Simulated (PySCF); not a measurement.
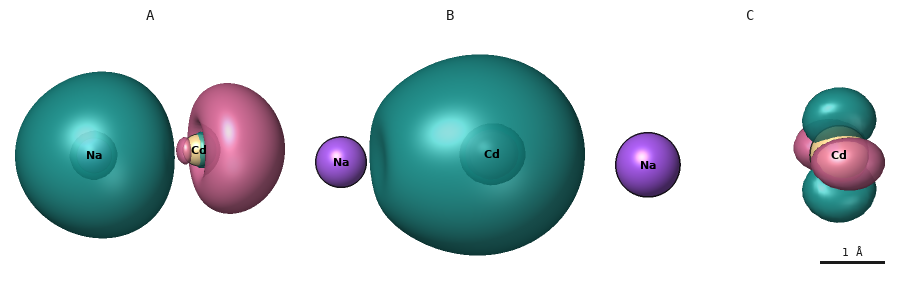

The picture shows: NaCd (charge +1). Three frontier orbitals, each drawn at the value that holds 80 % of its norm (teal and pink are the two phases), in no order; of a degenerate pair one member is drawn.

Core potentials replace the inner electrons of Cd.

Method: PySCF 2.14.0, PBE0/cc-pVDZ(-PP), non-relativistic Hamiltonian with scalar-relativistic core potentials where named, at a bond length of 3.125 Å.

**Label each orbital by symmetry, say whether it is occupied, and order them by energy.**

Orbital C: δ, occupied, −18.69 eV; almost wholly on Cd.
Orbital B: σ, occupied, −11.26 eV; mainly on Cd (90 %).
Orbital A: σ, empty, −6.30 eV; shared between the atoms (Na 60 %, Cd 40 %).
